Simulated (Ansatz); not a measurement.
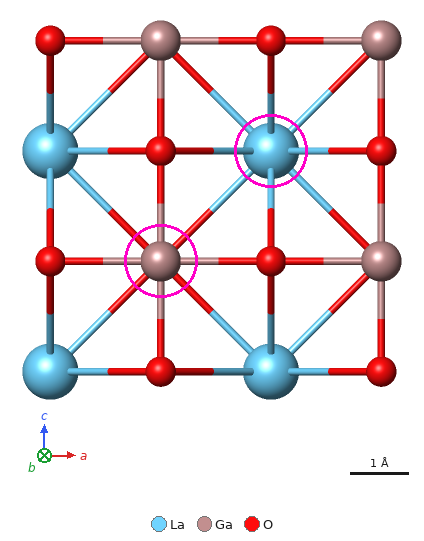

Perfect LaGaO3. The picture is a ball-and-stick view of the atoms within 4.9 Å of one point, in a slice 5.0 Å thick across the line of sight, seen along the b axis.

The calculation used Ansatz 0.2.0, DFT, PBEsol, PAW, plane waves. (plane-wave cutoff 420 eV; k-point mesh 1 × 1 × 1; mesh shifted by (0.25, 0.25, 0.25); collinear spin) Fermi-Dirac smearing of 0.01 eV. The axes drawn are those of the host's conventional cell.

A lanthanum atom is replaced by calcium and a gallium atom is replaced by lanthanum, the two sites 3.3 Å apart at the ringed places, in charge state 0. The supercell has 40 sites, and the atoms are relaxed at the host's cell.

Predict the relaxed surroundings of the defect.

Answer. In the host the La atom has 12 O at 2.73 Å; the Ca atom ends with 6 O at 2.32 to 2.41 Å. In the host the Ga atom has 6 O at 1.93 Å; the La atom ends with 6 O at 2.19 to 2.38 Å. Of the host's atoms, an oxygen atom moves furthest from its site, by 0.92 Å. The Ca atom itself moves 0.39 Å from where it was put. The La atom itself moves 0.42 Å from where it was put. The cell's net moment is 1.00 μB.

The relaxed defect, seen from the same direction:

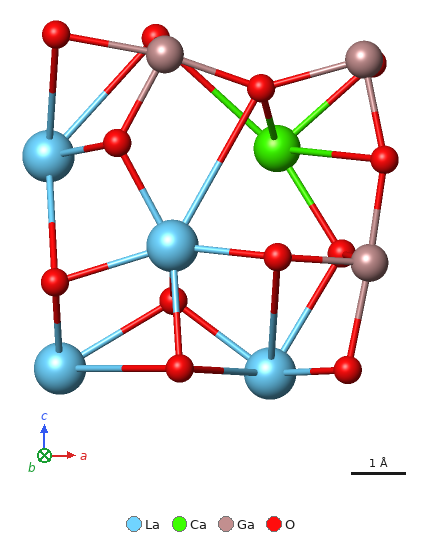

Limits of the set-up: the periodic images lie only 7.7 Å apart, so the values are limited by the cell's size.
